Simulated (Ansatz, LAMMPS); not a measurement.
# Electronic structure of liquid (Cs,K,Li)F at 1400 K (82 atoms), part 2 of 2

What does DFT give for liquid (Cs,K,Li)F at 1400 K (82 atoms) as built?

Ansatz 0.2.0; Kohn-Sham DFT, PBEsol, PAW (set soft_2), plane waves.

The cell: 15 Cs, 8 K, 18 Li and 41 F. The starting topology of bonds comes from the classical model. The ion parameters were fitted for water, not for melts. Sampling is at Γ alone, for a cell whose shortest periodic width is 13 Å. Spin–orbit coupling is left out.

So far. Step 3 (Plane-wave single point): The stored curve holds about 496 of the 548 electrons; the rest, give or take the few that broadening carries across the Fermi level, lie in deeper levels below its range.

## 3. Plane-wave single point (continued)

The levels nearest the highest filled one (over half full), pooled over k-points and spins:

| level less the highest filled one (eV) | occupation |
| --- | --- |
| -0.305 | 2 |
| -0.286 | 2 |
| -0.279 | 2 |
| -0.221 | 2 |
| -0.195 | 2 |
| 0 | 2 |
| 3.51 | 0 |
| 4.07 | 0 |
| 4.61 | 0 |
| 4.68 | 0 |
| 4.79 | 0 |
| 4.96 | 0 |

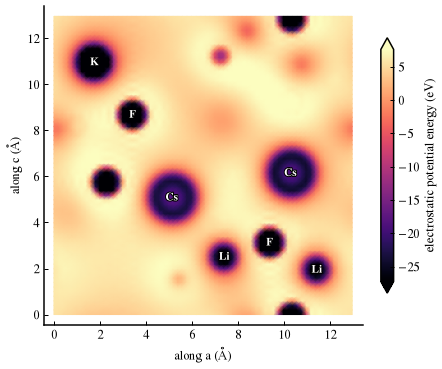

Electrostatic potential energy in the ac plane at fractional y = 0.342, with atoms of Cs and K and Li and F within 0.2 Å of it. With pseudopotentials it is smooth inside the atoms' cores, unlike the true potential. The map starts off the cell's origin, so that atoms lie inside it.

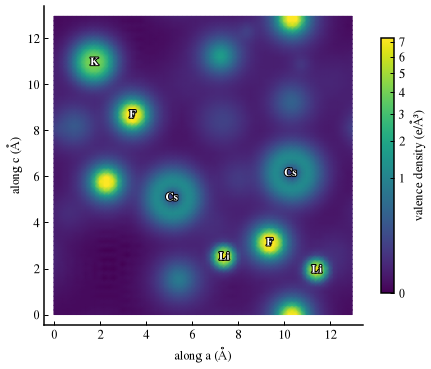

Valence density in the ac plane at fractional y = 0.342, with atoms of Cs and K and Li and F within 0.2 Å of it. It is the smooth field of the valence electrons, not physical close to the nuclei. The map starts off the cell's origin, so that atoms lie inside it. The colour scale is stretched toward low values.

Mean Löwdin charges: Cs +0.95, F -0.77, K +0.85, Li +0.79 e (they miss 0.68 % of the electrons, so they add up to more than the cell's charge).

## 4. Structure statistics

Bonds and neighbours are counted at the geometry of the runs.

Density 2.45 g/cm³, 26.52 Å³ an atom.

Pair distribution functions g(r), in bins of 0.2 Å:

| r (Å) | total | F-F | F-Li | F-Cs | F-K | Li-Li | Li-Cs |
| --- | --- | --- | --- | --- | --- | --- | --- |
| 1.70 | 0.08 | 0.00 | 0.37 | 0.00 | 0.00 | 0.00 | 0.00 |
| 1.90 | 1.24 | 0.00 | 5.63 | 0.00 | 0.00 | 0.00 | 0.00 |
| 2.10 | 1.47 | 0.00 | 6.71 | 0.00 | 0.00 | 0.00 | 0.00 |
| 2.30 | 0.53 | 0.00 | 2.40 | 0.00 | 0.00 | 0.00 | 0.00 |
| 2.50 | 0.58 | 0.00 | 1.52 | 0.43 | 1.67 | 0.00 | 0.00 |
| 2.70 | 0.98 | 0.13 | 0.17 | 2.87 | 3.65 | 0.69 | 0.00 |
| 2.90 | 1.04 | 0.74 | 0.28 | 2.50 | 2.21 | 1.21 | 0.39 |
| 3.10 | 1.37 | 1.50 | 0.36 | 2.77 | 1.98 | 1.66 | 1.00 |
| 3.30 | 1.19 | 1.50 | 0.21 | 1.32 | 1.47 | 1.49 | 1.77 |
| 3.50 | 1.07 | 1.52 | 0.49 | 0.70 | 0.64 | 3.48 | 1.06 |
| 3.70 | 1.25 | 1.64 | 0.86 | 1.02 | 1.17 | 1.58 | 2.09 |
| 3.90 | 0.91 | 1.35 | 0.70 | 0.74 | 0.18 | 0.69 | 0.64 |
| 4.10 | 1.09 | 1.48 | 0.56 | 0.84 | 0.15 | 2.56 | 1.35 |
| 4.30 | 0.82 | 1.00 | 0.51 | 0.77 | 0.42 | 0.29 | 1.04 |
| 4.50 | 0.72 | 0.61 | 0.75 | 0.55 | 0.64 | 1.06 | 0.94 |
| 4.70 | 1.16 | 0.93 | 1.12 | 0.83 | 1.29 | 1.22 | 1.73 |
| 4.90 | 0.98 | 0.86 | 1.54 | 0.71 | 0.67 | 0.00 | 1.19 |
| 5.10 | 0.91 | 0.83 | 1.31 | 0.55 | 1.21 | 0.42 | 1.10 |
| 5.30 | 1.10 | 0.95 | 1.22 | 1.00 | 1.61 | 0.37 | 0.93 |
| 5.50 | 1.04 | 0.96 | 1.47 | 0.98 | 1.30 | 0.35 | 0.42 |
| 5.70 | 0.89 | 0.63 | 1.20 | 0.99 | 1.21 | 0.83 | 0.59 |
| 5.90 | 1.13 | 1.09 | 1.05 | 1.29 | 1.22 | 1.08 | 1.19 |
| 6.10 | 0.87 | 0.89 | 0.95 | 1.14 | 0.84 | 0.72 | 0.69 |
| 6.30 | 0.98 | 1.32 | 0.68 | 1.20 | 0.59 | 0.81 | 1.05 |

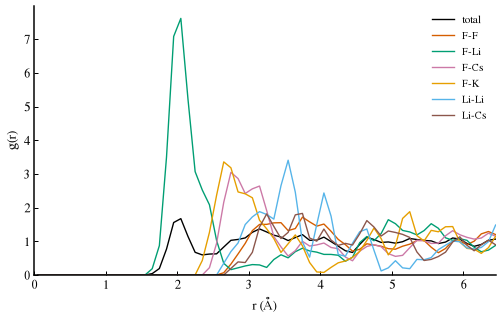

Pair distribution functions, lightly smoothed.

Local excerpt of 13 atoms (numbers count through the whole input) about Li32, which bears the longest force; x, y, z are measured from there.

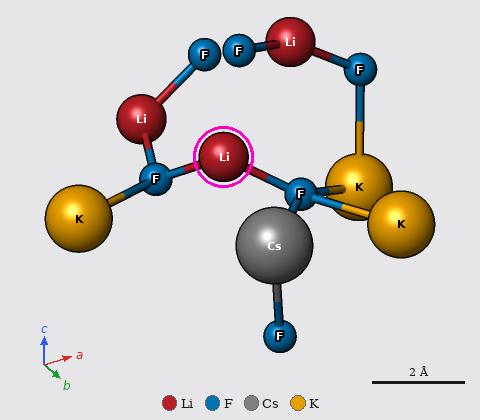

The atoms of the table, within 4.2 Å (arrows a, b, c point along x, y, z); some may hide others; the central atom is ringed.

| atom | x | y | z | distance (Å) | Löwdin charge (e) | Fx | Fy | Fz (eV/Å) |
| --- | --- | --- | --- | --- | --- | --- | --- | --- |
| Li32 | 0.00 | 0.00 | 0.00 | 0.00 | 0.81 | -0.18 | 1.10 | 0.85 |
| F68 | -1.87 | 0.31 | 0.12 | 1.90 | -0.77 | 0.30 | -0.24 | 0.08 |
| F46 | 1.03 | 1.64 | -0.40 | 1.98 | -0.77 | -0.14 | -0.94 | -0.12 |
| F82 | 1.29 | -1.61 | 1.51 | 2.56 | -0.75 | 0.53 | 0.07 | -0.16 |
| Li30 | 1.61 | 0.13 | 2.53 | 3.00 | 0.79 | -0.05 | 0.03 | 0.20 |
| F77 | -0.70 | 0.40 | 3.00 | 3.11 | -0.76 | 0.07 | 0.26 | -0.40 |
| Li34 | -2.41 | 0.62 | 1.96 | 3.17 | 0.81 | 0.79 | -0.14 | 0.45 |
| Cs10 | 1.53 | -0.45 | -2.92 | 3.32 | 0.96 | 0.11 | -0.33 | -0.34 |
| K23 | -2.39 | -2.23 | -2.02 | 3.84 | 0.87 | -0.49 | 0.19 | -0.48 |
| F54 | 2.27 | 2.09 | 2.64 | 4.06 | -0.77 | -0.11 | -0.04 | 0.29 |
| K20 | 1.26 | 3.84 | 0.83 | 4.12 | 0.84 | 0.40 | 0.05 | -0.83 |
| F66 | 0.42 | 1.79 | -3.76 | 4.19 | -0.78 | 0.04 | 0.37 | -0.59 |
| K16 | 3.36 | 1.96 | -1.67 | 4.24 | 0.84 | 0.26 | 0.24 | 0.33 |

## 5. What came out

* free energy per atom: -1615.5521 eV/atom
* pressure: -3.029 GPa
* r.m.s. force component: 0.3874 eV/Å
* gap (highest filled to lowest empty level): 3.51 eV
* wall time of the 1 DFT run: 24 s

**Reading.** The highest filled and lowest empty levels differ by 3.51 eV (at Γ alone); a semilocal functional tends to put such gaps too low. In a disordered cell it changes from sample to sample and from frame to frame.

**Limits.** The force components of 0.39 eV/Å r.m.s. hold both thermal displacement and the mismatch between the potential that made the cell and DFT. The pressure of -3.0 GPa is that of one thermal frame, in which the classical model's bond lengths enter as well as the volume, without the kinetic term.

[Hosts, paths, dates, database ids (printed as entryN), source tags and the programs' standing remarks are cut or masked in the printed files.]
